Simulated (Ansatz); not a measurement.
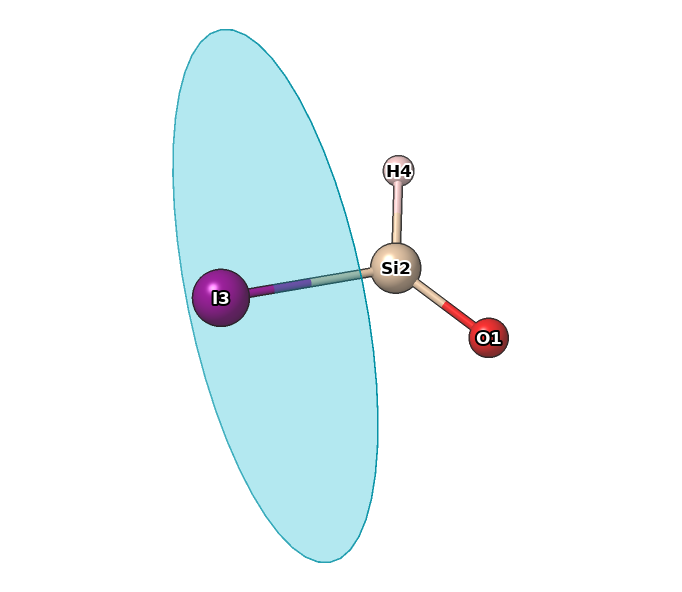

A disc through the centre of mass is drawn in. Atoms fade into the background with distance from the viewer. The computed structure is the end point of a PBE-D4/def2-SVP optimisation. No frequency run is at hand to confirm it as a minimum.

Q: Is the plane of the disc a mirror plane of the structure?

A: No. The point group is Cs, with 1 mirror plane, and this plane isn't one of its mirror planes.
